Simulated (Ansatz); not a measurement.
Consider Y3F.

The calculation's input:

```
crystal:
  lattice:
    - [6.26665, 0.0, 0.0]
    - [-3.13333, 5.42708, 0.0]
    - [0.0, 0.0, 3.36199]
  atoms:
    - { symbol: "Y", position: [0.5, 0.0, 0.0] }
    - { symbol: "Y", position: [0.0, 0.5, 0.0] }
    - { symbol: "Y", position: [0.5, 0.5, 0.0] }
    - { symbol: F, position: [0.0, 0.0, 0.0] }
hamiltonian:
  xc: r2scan
  pseudopotentials: { kind: paw }
kpoints:
  mp_grid: { grid: [4, 4, 6] }
  band_path:
    path:
      - [[0.0, 0.0, 0.0], [0.5, 0.0, 0.0], [0.3333333333, 0.3333333333, 0.0], [0.0, 0.0, 0.0], [0.0, 0.0, 0.5], [0.5, 0.0, 0.5], [0.3333333333, 0.3333333333, 0.5], [0.0, 0.0, 0.5]]
      - [[0.5, 0.0, 0.5], [0.5, 0.0, 0.0]]
      - [[0.3333333333, 0.3333333333, 0.0], [0.3333333333, 0.3333333333, 0.5]]
    npoints: 14
scf:
  occupations: { method: fermi_dirac, width: 0.05 }
  n_extra_bands: 10
output:
  forces: true
  stress: true
  eigenvalues: true
  fatbands: false
  write_density: true
  write_potential: true
  elf: true
  volumetric_format: npy
```

Command:

```sh
ansatz run input.yaml --threads 2 --pin off --max-ram 5632MiB --backend cpu --events-out ev --progress --plain --runs-dir out
```

Below, planes, directions and counts refer to the conventional cell (a = 6.27 Å, b = 6.27 Å, c = 3.36 Å, α = 90.00°, β = 90.00°, γ = 120.00°).

Space group P6/mmm; a generated structure, not necessarily the stable one.

Computed with Ansatz, Kohn-Sham DFT of a periodic cell, r2SCAN, Ansatz PAW.

**Predict the valence pseudo-density and electron localisation function between the atoms.**

Y–F (3.13 Å): ρ at the midpoint is about 0.06 e/Å³; the ELF is about 0 at the midpoint: no shared electron pair shows on this line.
The ELF has a maximum of about 0.70 in the space between the atoms, 2.2 Å from four Y atoms, on no atom or two-centre bond.

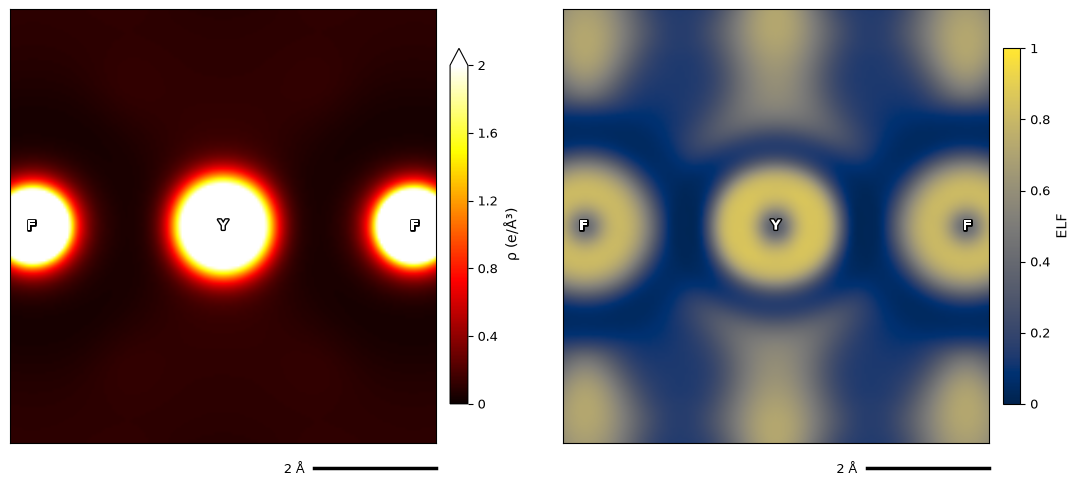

Computed valence pseudo-density and electron localisation function on the (101) plane of the conventional cell, in this order. 

In a PAW calculation such maps are meaningful between the atoms, not at the nuclei.
